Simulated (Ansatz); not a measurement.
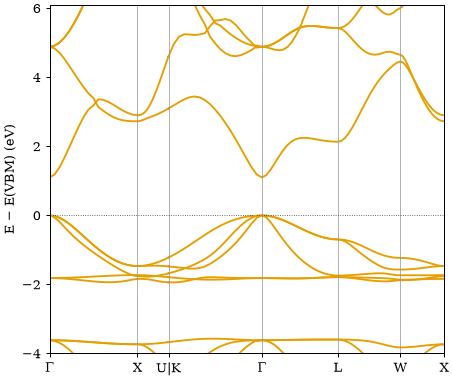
Fig. 1. Band structure from the program Ansatz at the PBE level (PAW)

Read off the gap and where the band edges lie.

About 1.1 eV (1.10 eV by a search for the band edges); maximum at Γ, minimum at Γ.

Which of these materials gives this?
A. CuI, zinc blende
B. PbS, rock salt
C. BaO, rock salt

A, CuI, zinc blende

Space group F-43m (zinc blende). The PBE relaxation kept the symmetry of its start. No spin polarisation was allowed. Spin–orbit coupling is left out wherever it is not named.

Potentials: the later of the program's two PAW sets.
